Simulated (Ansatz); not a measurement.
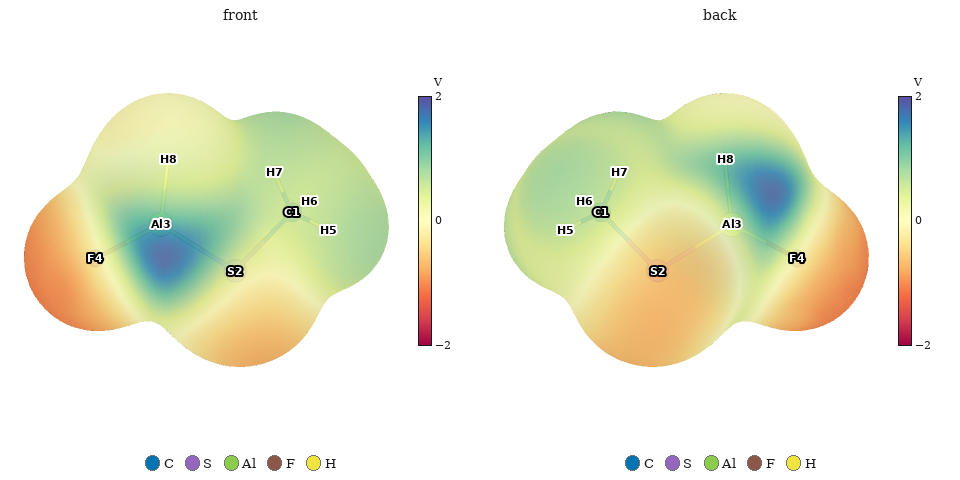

*CH$_{4}$AlFS (SMILES C[S][AlH][F]). The molecular electrostatic potential painted on the density surface at 0.001 e/bohr³, seen from the front and from behind; red is negative and blue positive.*

Theory: RKS PBE-D4/6-31G* in Ansatz.

```xyz
8

C    -0.7405    1.1273   -0.0999
S    -0.0256    0.0023   -1.3874
Al    0.9399   -1.4343   -0.0580
F     1.7766   -2.7166   -0.7192
H    -0.3162    2.1323   -0.2374
H    -1.8308    1.1668   -0.2373
H    -0.5221    0.7842    0.9247
H     0.8543   -1.2733    1.5260
```

Which sites attract a positive test charge, and which a negative one?

A positive charge is drawn to the negative regions and a negative charge to the positive ones. The most negative region (about −1.0 V) lies over F4, the most positive (about +1.8 V) over Al3.
